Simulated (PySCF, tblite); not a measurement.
# C₃H₁₀AlFO: a rotation path, then NMR shifts on frames

How do NMR shifts of C₃H₁₀AlFO (`C[O+]([AlH3-])CCF`) change as the atoms move?

The runs use tblite 0.8.0 and PySCF 2.14.0, with density-fitted response routines of our own; the level of theory stands in each step. All values are computed, except where a source is named. Atoms count from 0, in the outputs and in this text.

### Step 1. The molecule as given

16 atoms, charge 0, multiplicity 1; geometry from: GFN2-xTB.

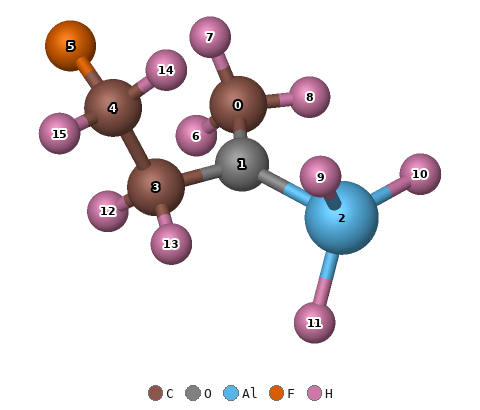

The starting geometry (carbon brown, oxygen grey, aluminium blue, fluorine orange, hydrogen pink), atoms numbered.

### Step 2. A band between two rotamers with GFN2-xTB

Job settings and geometry (Å):

```
{"job": {"kind": "neb", "xc": "GFN2-xTB", "basis": "xTB", "atoms": [1, 3, 4, 5], "turn": 120}, "charge": 0, "multiplicity": 1}
C     -0.190334     1.541355    -0.670410
O     -0.486779     0.317132    -0.025710
Al    -1.947432    -0.857272    -0.159245
C      0.498242    -0.160921     0.863697
C      1.725655    -0.717605     0.155529
F      2.561212     0.298090    -0.246400
H     -0.025007     2.331107     0.067419
H      0.687327     1.451891    -1.312711
H     -1.064263     1.778863    -1.274867
H     -1.159446    -2.158288    -0.594383
H     -2.742386    -0.029640    -1.232304
H     -2.406405    -0.819121     1.351307
H      0.791511     0.631195     1.562911
H      0.009645    -0.972712     1.412161
H      1.433200    -1.274874    -0.739455
H      2.307660    -1.350256     0.831051
```

Method: GFN2-xTB climbing-image nudged elastic band, gas phase.

Run with:

```
$ OMP_NUM_THREADS=1 python probes_run.py task.json out
```

This one command runs all jobs of the session in turn.

What it wrote:

```text
image   E - E0 / eV
  0       0.0000
  1       0.0157
  2       0.0504
  3       0.0861
  4       0.1099
  5       0.1175
  6       0.1121
  7       0.1021
  8       0.0947
```

Wall time 10 s (1 thread, shared host).

The final band, with the dihedral O1–C3–C4–F5:

```
image  dihedral (°)  energy (eV)  energy (kcal/mol)
    0            80        0.000                0.0
    1            93        0.016                0.4
    2           106        0.050                1.2
    3           119        0.086                2.0
    4           132        0.110                2.5
    5           145        0.117                2.7
    6           158        0.112                2.6
    7           171        0.102                2.4
    8           184        0.095                2.2
```

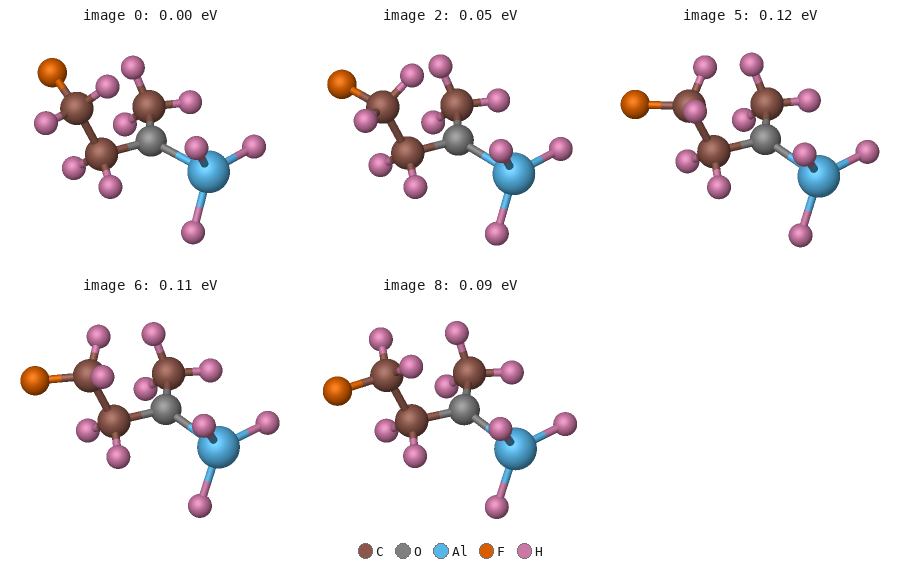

Images along the band.

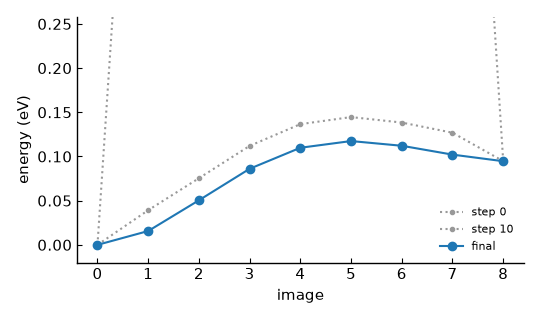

Energy along the band, early and final.

### Step 3. Shielding tensors: image 0, PBE0/pcSseg-1

Job settings and geometry (Å):

```
{"job": {"kind": "nmr", "xc": "PBE0", "basis": "pcSseg-1", "pop": false}, "charge": 0, "multiplicity": 1}
C     -0.190300     1.541400    -0.670400
O     -0.486800     0.317100    -0.025700
Al    -1.947400    -0.857300    -0.159200
C      0.498200    -0.160900     0.863700
C      1.725700    -0.717600     0.155500
F      2.561200     0.298100    -0.246400
H     -0.025000     2.331100     0.067400
H      0.687300     1.451900    -1.312700
H     -1.064300     1.778900    -1.274900
H     -1.159400    -2.158300    -0.594400
H     -2.742400    -0.029600    -1.232300
H     -2.406400    -0.819100     1.351300
H      0.791500     0.631200     1.562900
H      0.009600    -0.972700     1.412200
H      1.433200    -1.274900    -0.739500
H      2.307700    -1.350300     0.831100
```

Level: GIAO PBE0/pcSseg-1 NMR shielding, non-relativistic, gas phase.

What it wrote:

```text
coarse grid: 13256 points
cycle   1  E = -537.2083898536  dE =  4.595e-01  |g| = 5.694e-01  |ddm| = 3.233e+00
cycle   2  E = -537.1712447974  dE =  3.715e-02  |g| = 7.777e-01  |ddm| = 7.929e-01
cycle   3  E = -537.2644628561  dE = -9.322e-02  |g| = 6.326e-02  |ddm| = 4.682e-01
cycle   4  E = -537.2651851507  dE = -7.223e-04  |g| = 1.379e-02  |ddm| = 4.817e-02
cycle   5  E = -537.2652098481  dE = -2.470e-05  |g| = 7.718e-03  |ddm| = 1.256e-02
cycle   6  E = -537.2652187211  dE = -8.873e-06  |g| = 1.292e-03  |ddm| = 5.229e-03
final grid: 122048 points
cycle   7  E = -537.3172651704  dE = -3.187e-05  |g| = 1.111e-02  |ddm| = 2.145e-02
cycle   8  E = -537.3172457546  dE =  1.942e-05  |g| = 1.555e-02  |ddm| = 1.332e-02
cycle   9  E = -537.3172873898  dE = -4.164e-05  |g| = 1.219e-03  |ddm| = 8.061e-03
cycle  10  E = -537.3172877078  dE = -3.180e-07  |g| = 1.671e-04  |ddm| = 1.091e-03
cycle  11  E = -537.3172877135  dE = -5.727e-09  |g| = 4.874e-05  |ddm| = 1.572e-04
cycle  12  E = -537.3172877139  dE = -3.417e-10  |g| = 2.040e-05  |ddm| = 3.994e-05
converged SCF energy = -537.3172877139

GIAO shielding tensors (ppm)
atom      isotropic    diamagn.    paramagn.     s11        s22        s33       span
  0 C      123.531     245.793    -122.262     90.799     97.405    182.389     91.590
  1 O      323.558     401.677     -78.119    294.529    298.044    378.103     83.574
  2 Al     406.961     796.097    -389.136    371.895    409.911    439.076     67.182
  3 C      110.047     247.439    -137.392     87.082     96.673    146.385     59.303
  4 C       97.678     243.768    -146.090     65.317     82.780    144.936     79.619
  5 F      412.173     473.444     -61.271    371.769    397.365    467.386     95.618
  6 H       28.150      29.603      -1.453     24.862     25.438     34.150      9.288
  7 H       27.521      30.112      -2.590     22.973     26.805     32.786      9.813
  8 H       27.259      29.645      -2.386     22.795     26.042     32.939     10.144
  9 H       27.516      30.663      -3.146     23.874     27.238     31.437      7.563
 10 H       27.579      30.652      -3.073     24.055     26.763     31.919      7.864
 11 H       27.435      30.272      -2.837     24.082     26.411     31.813      7.731
 12 H       27.780      30.609      -2.830     23.742     26.857     32.741      8.999
 13 H       27.132      31.065      -3.933     22.211     27.912     31.274      9.063
 14 H       26.251      29.535      -3.283     22.074     26.890     29.788      7.714
 15 H       26.749      27.975      -1.226     21.884     27.258     31.105      9.221
```

Wall time 61 s (1 thread, shared host).

The references, computed at this level on geometries of the same kind, shield at (ppm): ¹H TMS 31.72, ¹³C TMS 186.9, ¹⁹F CFCl3 170.9, ¹⁷O H2O 336.1, ²⁷Al AlH4- 490.0. Their shielding less the atom's gives the shift. The references are single molecules in the gas phase, so shifts against H2O, NH3, PH3, H3PO4 or CFCl3 are not on the usual liquid scales and can be off by tens of ppm. Shifts against hydride references such as AlH4− lie on their own scale. Each atom is listed at this fixed geometry, with no averaging over motion; a spectrum would average atoms that exchange fast.

```
atoms                              environment  σ (ppm)  δ (ppm)
   C4                      sp3 CH2 bonded to F     97.7     89.2
   C3                      sp3 CH2 bonded to O    110.0     76.9
   C0                methyl carbon bonded to O    123.5     63.4
  H14       hydrogen on an sp3 CH2 bonded to F    26.25     5.47
  H15       hydrogen on an sp3 CH2 bonded to F    26.75     4.97
  H13       hydrogen on an sp3 CH2 bonded to O    27.13     4.58
   H8  hydrogen on a methyl carbon bonded to O    27.26     4.46
  H11     hydrogen on an aluminium bonded to O    27.44     4.28
   H9     hydrogen on an aluminium bonded to O    27.52     4.20
   H7  hydrogen on a methyl carbon bonded to O    27.52     4.20
  H10     hydrogen on an aluminium bonded to O    27.58     4.14
  H12       hydrogen on an sp3 CH2 bonded to O    27.78     3.94
   H6  hydrogen on a methyl carbon bonded to O    28.15     3.57
   O1           donor oxygen of a Lewis adduct    323.6     12.5
  Al2               aluminium bonded to O, 3 H    407.0     83.0
   F5                fluorine on an sp3 carbon    412.2   -241.2
```

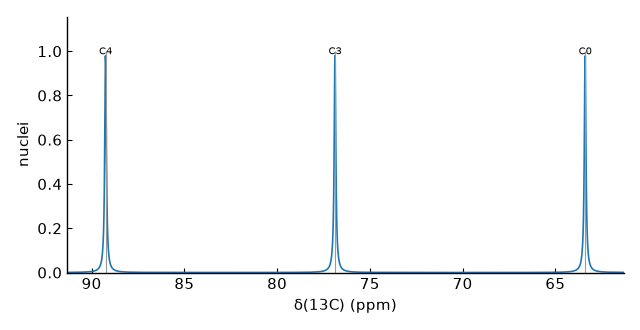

¹³C lines at the computed shifts, without couplings. Lines are broadened to a width of 0.10 ppm (Lorentzian).

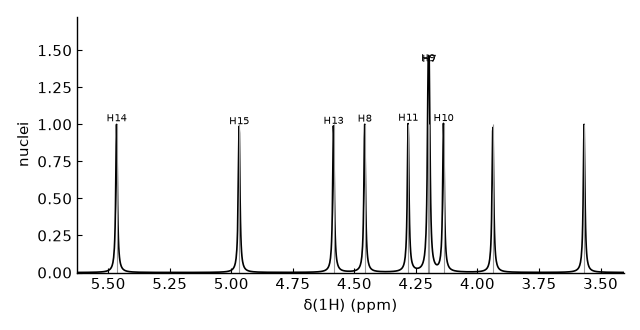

¹H lines at the computed shifts, without couplings. Lines are broadened to a width of 0.01 ppm (Lorentzian).

### Step 4. NMR shieldings: image 2, PBE0/pcSseg-1

Job settings and geometry (Å):

```
{"job": {"kind": "nmr", "xc": "PBE0", "basis": "pcSseg-1", "pop": false}, "charge": 0, "multiplicity": 1}
C     -0.211900     1.517700    -0.719900
O     -0.498300     0.306900    -0.049000
Al    -1.957900    -0.885600    -0.099000
C      0.501000    -0.133500     0.844200
C      1.735700    -0.692100     0.136400
F      2.776600     0.201800     0.217400
H     -0.051400     2.322400     0.003300
H      0.671200     1.417900    -1.355100
H     -1.083800     1.740000    -1.333400
H     -1.164900    -2.191600    -0.504400
H     -2.779200    -0.105900    -1.187200
H     -2.384700    -0.788600     1.419500
H      0.803700     0.691400     1.501700
H      0.017400    -0.913200     1.439700
H      1.539500    -0.860500    -0.926800
H      2.079600    -1.618200     0.601300
```

With the program's defaults for keys left out, this is: GIAO PBE0/pcSseg-1 NMR shielding, non-relativistic, gas phase.

What it wrote:

```text
coarse grid: 13256 points
cycle   1  E = -537.2040822531  dE =  4.554e-01  |g| = 5.726e-01  |ddm| = 3.230e+00
cycle   2  E = -537.1676834135  dE =  3.640e-02  |g| = 7.784e-01  |ddm| = 7.818e-01
cycle   3  E = -537.2607739578  dE = -9.309e-02  |g| = 6.209e-02  |ddm| = 4.543e-01
cycle   4  E = -537.2614723818  dE = -6.984e-04  |g| = 1.469e-02  |ddm| = 4.873e-02
cycle   5  E = -537.2615023177  dE = -2.994e-05  |g| = 7.721e-03  |ddm| = 1.340e-02
cycle   6  E = -537.2615111477  dE = -8.830e-06  |g| = 1.427e-03  |ddm| = 5.275e-03
final grid: 122048 points
cycle   7  E = -537.3135271460  dE = -3.380e-05  |g| = 1.142e-02  |ddm| = 2.263e-02
cycle   8  E = -537.3135064913  dE =  2.065e-05  |g| = 1.601e-02  |ddm| = 1.363e-02
cycle   9  E = -537.3135505300  dE = -4.404e-05  |g| = 1.205e-03  |ddm| = 8.249e-03
cycle  10  E = -537.3135508447  dE = -3.147e-07  |g| = 1.779e-04  |ddm| = 1.093e-03
cycle  11  E = -537.3135508510  dE = -6.333e-09  |g| = 6.097e-05  |ddm| = 1.645e-04
cycle  12  E = -537.3135508515  dE = -4.939e-10  |g| = 2.320e-05  |ddm| = 4.392e-05
converged SCF energy = -537.3135508515

GIAO shielding tensors (ppm)
atom      isotropic    diamagn.    paramagn.     s11        s22        s33       span
  0 C      125.569     245.809    -120.240     89.798    104.134    182.776     92.978
  1 O      321.570     401.708     -80.139    290.196    299.643    374.870     84.673
  2 Al     405.584     796.042    -390.458    371.694    407.129    437.929     66.234
  3 C      107.514     247.165    -139.652     81.995     95.833    144.712     62.716
  4 C       99.275     244.681    -145.407     66.343     82.660    148.820     82.477
  5 F      404.883     471.672     -66.790    361.111    375.013    478.525    117.414
  6 H       28.200      29.518      -1.317     24.959     25.401     34.241      9.282
  7 H       27.705      30.136      -2.430     23.885     26.105     33.125      9.240
  8 H       27.278      29.463      -2.185     22.802     26.046     32.985     10.183
  9 H       27.613      30.718      -3.105     23.931     27.309     31.599      7.668
 10 H       27.607      30.614      -3.007     24.049     26.773     31.999      7.950
 11 H       27.406      30.224      -2.819     24.119     26.392     31.707      7.588
 12 H       27.842      30.680      -2.838     24.095     27.199     32.231      8.137
 13 H       26.663      31.057      -4.394     21.768     27.569     30.653      8.886
 14 H       26.621      30.187      -3.565     23.152     27.411     29.302      6.151
 15 H       26.505      28.348      -1.843     21.636     27.478     30.401      8.765
```

Run time: 53 s. Hardware: 1 thread, shared host.

In short: δ C4 87.7, C3 79.4, C0 61.4, O1 14.5, H15 5.21, H14 5.10 ppm.

[end of part 1 of 2]
